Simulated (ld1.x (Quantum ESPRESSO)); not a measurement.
```yaml
element: iridium (Ir)
generator: ld1.x (Quantum ESPRESSO) 7.5
type: norm-conserving Troullier–Martins (Kleinman–Bylander form)
functional: LDA (PZ)
relativity: fully relativistic
frozen_core: [Xe] 4f14
valence_charge: 9
reference_configuration: 5d7 6s2 6p0
partial_waves: 6p (bound, empty): rc 3.55 bohr; 5d (bound): rc 1.60 bohr; 6s (bound): rc 2.25 bohr
local_potential: the s channel
core_correction: Bessel-smoothed model core, default radius (core density twice the valence density)
```

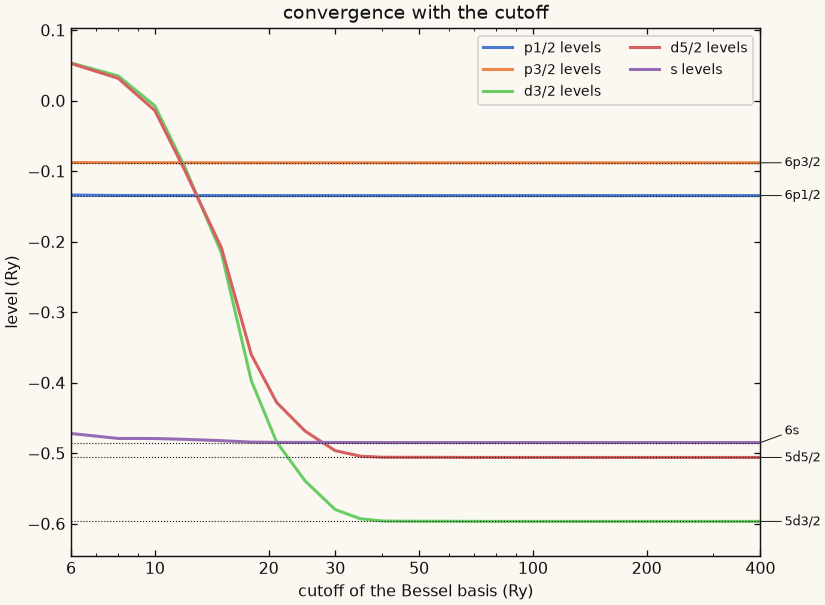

The pseudo-atom Hamiltonian at the reference potential is diagonalised in spherical Bessel functions (20 bohr box) up to the cutoff. Curves: the lowest levels of each channel that holds a bound state. Dotted lines: the all-electron valence levels.

> Check the spectrum for spurious states.

No ghost state below the valence levels in the p1/2, p3/2, d3/2, d5/2, s, f channels. The curves of the valence states settle on the dotted lines.

> Read the all-electron valence levels.

6p1/2: -0.13 Ry; 6p3/2: -0.09 Ry; 5d3/2: -0.60 Ry; 5d5/2: -0.51 Ry; 6s: -0.48 Ry.
